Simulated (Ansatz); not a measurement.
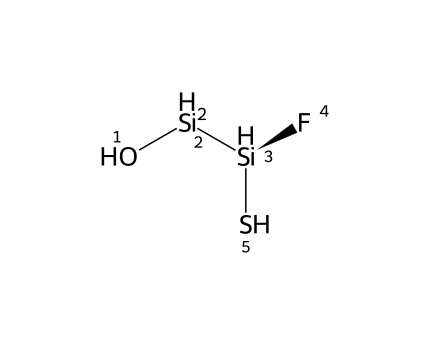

Skeletal drawing with numbered atoms; wedges and dashes mark any stereocentres. The configuration is that of a computed structure (PBE-D4/def2-SVP).

Assign CIP descriptors.

Answer. Si3: R.

Give a SMILES with the stereochemistry.

Answer. O[SiH2][Si@@H](F)S
